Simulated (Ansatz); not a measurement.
**Ge2H6O ((H3Ge)2O): PBE0/aug-pcseg-2 (sfX2C, density fitting with def2-universal-jkfit, nuclear model gaussian, paw set gaussian, start density atoms)**

What is the energy change on altering one bond length of Ge2H6O ((H3Ge)2O) at PBE0/aug-pcseg-2 (sfX2C, density fitting with def2-universal-jkfit, nuclear model gaussian, paw set gaussian, start density atoms)? 

The results are computed with Ansatz 0.2.0.

1 further run of the same task is left out (set aside as unsound or not needed).

### Step 1. The molecule

Ge2H6O: 9 atoms, total charge 0, spin state singlet. Geometry: a GFN2-xTB relaxation, a rough one for these elements and not checked as a minimum.

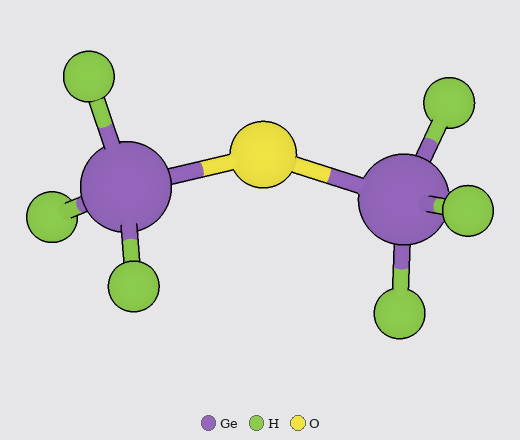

The structure, seen from a chosen angle (germanium purple, hydrogen green, oxygen yellow).

### Step 2. A single-point energy at PBE0/aug-pcseg-2 (sfX2C, density fitting with def2-universal-jkfit, nuclear model gaussian, paw set gaussian, start density atoms)

Contents of in.yaml:

```yaml
crystal:
  periodic: [false, false, false]
  atoms:
    - symbol: Ge
      position_ang: [1.533780, -0.088190, 0.668770]
    - symbol: H
      position_ang: [2.054650, -1.096200, -0.315790]
    - symbol: H
      position_ang: [2.334310, 1.175890, 0.666240]
    - symbol: H
      position_ang: [1.396510, -0.682170, 2.039740]
    - symbol: O
      position_ang: [-0.055520, 0.431830, 0.192000]
    - symbol: Ge
      position_ang: [-1.537830, 0.110900, -0.658310]
    - symbol: H
      position_ang: [-1.256020, 0.231440, -2.127860]
    - symbol: H
      position_ang: [-2.020820, -1.267810, -0.309910]
    - symbol: H
      position_ang: [-2.449070, 1.184320, -0.154880]
basis:
  gaussian:
    orbitals: aug-pcseg-2
    fitting: {mean_field: def2-universal-jkfit}
    nuclear_model: gaussian
    symmetry_tolerance_ang: 0.01
hamiltonian:
  xc: {name: PBE0}
  pseudopotentials: {relativity: scalar}
```

The run is started by

```sh
$ ansatz run in.yaml --threads 1 --pin off --max-ram 3480MiB --events-out events.jsonl --progress --plain --runs-dir runs
```

Standard output:

```text
Warning: RAYON_NUM_THREADS=1 ignored (pool sized by the plan → 1); use --threads N
Functional definition: PBE0
  name "PBE0"
  parameter a = 0.25
  parameter kappa = 0.804
  parameter beta = 0.06672455060314922
  exchange = (1 - a)*pbe_x(kappa = kappa, mu = beta*pi^2/3) + a*exact_x
  correlation = pbe_c(beta = beta)
717 factors; integrals over basis functions are off by at most 1.2e0 eV
mean field evaluation 1: about -116101.2384 eV, gradient 6.0e1 eV
mean field evaluation 2: about -116077.8258 eV, gradient 1.2e2 eV
mean field evaluation 4: about -116106.9371 eV, gradient 4.4e0 eV
mean field evaluation 8: about -116106.9597 eV, gradient 1.3e-2 eV
mean field -116106.95966261 eV, -4266.8520674770 hartree, gradient 5.1e-5 eV, S^2 0.000000; 0 other end points of the search recorded, 0 dependent functions left out
reference -116106.95971293 eV, -4266.8520693262 hartree; 39, 39 occupied and 263, 263 virtual orbitals, 717 factors
Total energy: -116106.95971293 eV, -4266.8520693262 hartree
Relativity: scalar
```

Wall time 15 s (1 thread of Intel Xeon at 2.70GHz, shared host); peak memory 0.6 GiB.

### Step 3. The distorted shape

Contents of in.yaml:

```yaml
crystal:
  periodic: [false, false, false]
  atoms:
    - symbol: Ge
      position_ang: [1.251979, -0.208726, 2.138273]
    - symbol: H
      position_ang: [1.772849, -1.216736, 1.153713]
    - symbol: H
      position_ang: [2.052509, 1.055354, 2.135743]
    - symbol: H
      position_ang: [1.114709, -0.802706, 3.509243]
    - symbol: O
      position_ang: [-0.337321, 0.311294, 1.661503]
    - symbol: Ge
      position_ang: [-1.819631, -0.009636, 0.811193]
    - symbol: H
      position_ang: [-1.256020, 0.231440, -2.127860]
    - symbol: H
      position_ang: [-2.302621, -1.388346, 1.159593]
    - symbol: H
      position_ang: [-2.730871, 1.063784, 1.314623]
basis:
  gaussian:
    orbitals: aug-pcseg-2
    fitting: {mean_field: def2-universal-jkfit}
    nuclear_model: gaussian
    symmetry_tolerance_ang: 0.01
hamiltonian:
  xc: {name: PBE0}
  pseudopotentials: {relativity: scalar}
```

The run is started by

```sh
$ ansatz run in.yaml --threads 1 --pin off --max-ram 3480MiB --events-out events.jsonl --progress --plain --runs-dir runs
```

Standard output, cut to the lines that bear on the results:

```text
Warning: RAYON_NUM_THREADS=1 ignored (pool sized by the plan → 1); use --threads N
[... 7 set-up lines as earlier in the session ...]
717 factors; integrals over basis functions are off by at most 1.6e0 eV
mean field evaluation 1: about -116097.4830 eV, gradient 6.0e1 eV
mean field evaluation 2: about -116044.5783 eV, gradient 1.5e2 eV
mean field evaluation 4: about -116101.5175 eV, gradient 1.8e1 eV
mean field evaluation 8: about -116103.3219 eV, gradient 2.1e-1 eV
mean field evaluation 16: about -116103.3235 eV, gradient 4.5e-5 eV
mean field -116103.32346147 eV, -4266.7184395500 hartree, gradient 4.5e-5 eV, S^2 0.000000; 0 other end points of the search recorded, 0 dependent functions left out
reference -116103.32351969 eV, -4266.7184416893 hartree; 39, 39 occupied and 263, 263 virtual orbitals, 717 factors
Total energy: -116103.32351969 eV, -4266.7184416893 hartree
Relativity: scalar
```

Run time: 17 s. Hardware: 1 thread of Intel Xeon at 2.70GHz, shared host; peak memory 0.6 GiB.

### Step 4. Summary of results

At PBE0/aug-pcseg-2 (sfX2C, density fitting with def2-universal-jkfit, nuclear model gaussian, paw set gaussian, start density atoms):

| quantity | value |
| --- | --- |
| first shape: total energy | -4266.85207 Eh |
| distorted shape: total energy | -4266.71844 Eh |
| energy change with the Ge6–H7 bond stretched from 1.501 to 3.002 Å | 3.636 eV |

**Reading.** One bond (distorted shape) is far stretched, which a spin-restricted single reference describes badly; a broken-symmetry solution may lie lower. With the Ge6–H7 bond stretched from 1.501 to 3.002 Å the energy rises by 3.64 eV (351 kJ/mol). The first shape isn't relaxed at this level, so the change isn't measured from a minimum. A restricted reference can't describe the breaking bond well at this length.
